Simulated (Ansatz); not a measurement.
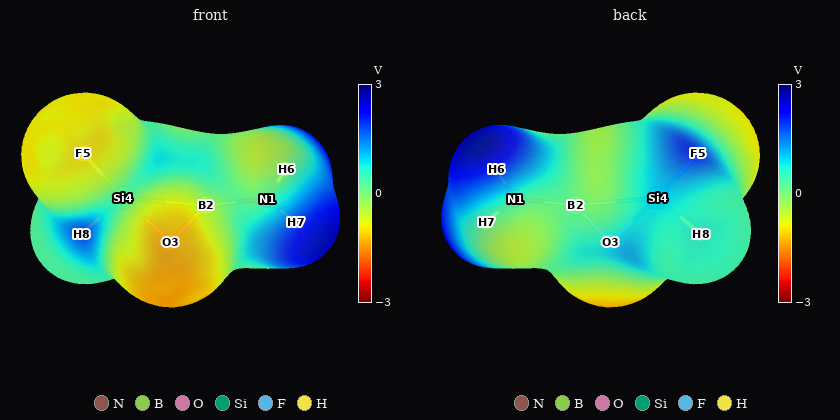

Figure 1: BFH3NOSi. The molecular electrostatic potential painted on the density surface at 0.004 e/bohr³, seen from the front and from behind; the colour scale runs from red (negative) to blue (positive).

The calculation used RKS revPBE/6-31G* (Ansatz 0.2.0).

Input

```
crystal:
  periodic: [false, false, false]
  atoms:
    - { symbol: "N", position_ang: [0.7111, 1.0834, 1.3987] }
    - { symbol: B, position_ang: [0.2349, -0.1326, 0.6475] }
    - { symbol: O, position_ang: [0.5992, -1.3438, -0.0871] }
    - { symbol: Si, position_ang: [-0.5319, -0.761, -1.0445] }
    - { symbol: F, position_ang: [-1.9651, -1.7542, -0.8601] }
    - { symbol: H, position_ang: [-0.2055, 1.6988, 1.5579] }
    - { symbol: H, position_ang: [1.2783, 1.6841, 0.7293] }
    - { symbol: H, position_ang: [-0.0288, -0.5317, -2.3975] }
basis:
  gaussian: { orbitals: "6-31G*" }
hamiltonian:
  xc: revpbe
relax:
  f_tol: 0.015
  max_steps: 40
output:
  orbitals: {}
```

Launched as:

```sh
ansatz run input.yaml --threads 1 --pin off --max-ram 2048MiB --backend cpu --events-out ev --progress --plain --runs-dir out
```

The fields are those of the relaxed geometry.

**Which sites attract a positive test charge, and which a negative one?**

A positive charge is drawn to the negative regions and a negative charge to the positive ones. The most negative region (about −1.5 V) lies over O3, the most positive (about +2.8 V) over H6. O3 is the likeliest acceptor of a hydrogen bond.
